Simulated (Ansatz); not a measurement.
# CH3NSn: a ladder of functionals and wavefunction methods

Aim: compute CH3NSn with functionals from several rungs and with coupled cluster. The yardstick is the atomisation energy at the CCSD(T) limit.

Method: functionals in def2-TZVPP, the program's frozen cores in correlated methods; program: Ansatz 0.2.0, Gaussian basis.

The runs, in order: LDA (SPW92), PBE-D4, revPBE-D4, BLYP-D4, r2SCAN-D4, B97M-V, PBE0-D4, B3LYP-D4, r2SCANh-D4, r2SCAN0-D4, HSE06-D4, BHLYP-D4, CAM-B3LYP-D4, LC-ωPBE, ωB97X-V, ωB97M-V, B2PLYP, PBE-QIDH; CCSD(T)/def2-SVP; CCSD(T)/def2-TZVPP; CCSD(T)/def2-QZVPP; extrapolation to the limit; RPA on PBE.

1 further run of the same task is left out (for a known fault of the program).

## (1) The relaxed structure

An earlier PBE0-D4 in a triple-zeta def2 set relaxation fixed the geometry. Sn takes the def2 core potential; no spin-orbit term is included.

SMILES `N#[C][SnH3]`, 6 atoms, charge 0, spin multiplicity 1.

Atoms are counted from 1 here; the program's logs count them from 0.

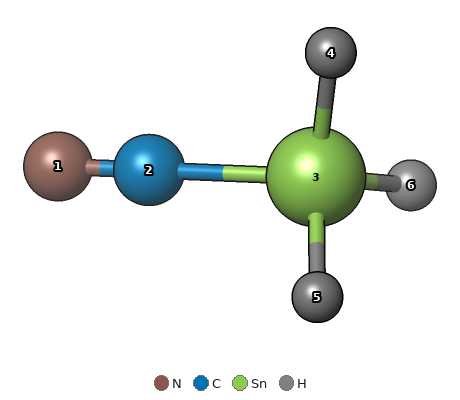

The structure; nitrogen brown, carbon blue, tin green, hydrogen grey; atoms are numbered from 1 in the order of the file.

## (2) LDA

This LDA is Slater exchange with PW92 correlation.

The input, in.yaml:

```yaml
crystal:
  periodic: [false, false, false]
  atoms:
    - {symbol: N, position_ang: [2.057048, -0.924658, 1.310657]}
    - {symbol: C, position_ang: [1.149591, -0.518109, 0.728496]}
    - {symbol: Sn, position_ang: [-0.513933, 0.221619, -0.342797]}
    - {symbol: H, position_ang: [-0.145034, 1.830119, -0.731384]}
    - {symbol: H, position_ang: [-0.663688, -0.763714, -1.714275]}
    - {symbol: H, position_ang: [-1.841885, 0.090742, 0.703003]}
basis:
  gaussian: {orbitals: def2-TZVPP}
hamiltonian: {xc: lda}
output: {orbitals: {seedname: orbitals}}
```

Launch:

```sh
> ansatz run in.yaml --threads 2 --pin off --events-out ev --progress --plain --max-ram 32768MiB --backend cpu
```

Further steps of the session: PBE-D4 (GGA); revPBE-D4 (GGA); BLYP-D4 (GGA); r2SCAN-D4 (meta-GGA); B97M-V (meta-GGA); B3LYP-D4 (hybrid); r2SCANh-D4 (hybrid); r2SCAN0-D4 (hybrid); HSE06-D4 (hybrid); BHLYP-D4 (hybrid); CAM-B3LYP-D4 (range-separated); LC-ωPBE (range-separated); ωB97X-V (range-separated); ωB97M-V (range-separated); B2PLYP (double hybrid); PBE-QIDH (double hybrid); CCSD(T) in def2-SVP; CCSD(T) in def2-TZVPP; CCSD(T) in def2-QZVPP; RPA on PBE orbitals.

Q: Predict the results of all the runs planned. Wanted: atomisation energy, CCSD(T)/CBS; farthest beyond LDA; mean size of error, GGA; mean size of error, meta-GGA; mean size of error, hybrid; mean size of error, range-separated; mean size of error, double hybrid; gap, smallest and largest; T1 diagnostic.

As calculated:

```
                               quantity                                                      value
        atomisation energy, CCSD(T)/CBS                                              1960.3 kJ/mol
 functionals within 19.6 kJ/mol (1.0 %)  BLYP-D4, B97M-V, B3LYP-D4, CAM-B3LYP-D4, ωB97X-V, ωB97M-V
                    farthest beyond LDA                                    BHLYP-D4 (-94.5 kJ/mol)
                mean size of error, GGA                                                20.0 kJ/mol
           mean size of error, meta-GGA                                                23.2 kJ/mol
             mean size of error, hybrid                                                50.2 kJ/mol
    mean size of error, range-separated                                                 9.9 kJ/mol
      mean size of error, double hybrid                                                36.3 kJ/mol
              gap, smallest and largest                  6.92 eV (LDA (SPW92)), 13.89 eV (LC-ωPBE)
                          T1 diagnostic                                                     0.0142
triples share of the correlation energy                                                      3.9 %
```

What this shows: LDA overbinds by 282.3 kJ/mol (14 %). PBE-D4 misses by +30.2 kJ/mol. Double hybrids carry the basis error of their MP2 part in triple zeta, and no dispersion term here, so their miss is partly the set-up's. By mean error the best rung here is range-separated (9.9 kJ/mol) and the worst beyond LDA is hybrid (50.2 kJ/mol). The mean of the hybrids holds BHLYP, with half exact exchange. Misses under about 19.6 kJ/mol are within the doubt on the reference itself, which lacks core-valence correlation, spin-orbit coupling and higher excitations, and its outer-core shells are covered unevenly. All levels share the lack of spin-orbit coupling, which lowers the free heavy atoms and so the true binding. Hartree-Fock recovers 65 % of the binding; the rest is correlation. CCSD(T) in def2-SVP is off by -138.7 kJ/mol, which most functionals beat. Orbital gaps span 6.9 to 13.9 eV; exact exchange widens them. Correlated methods include outer-core shells of Sn, which these sets cover unevenly.
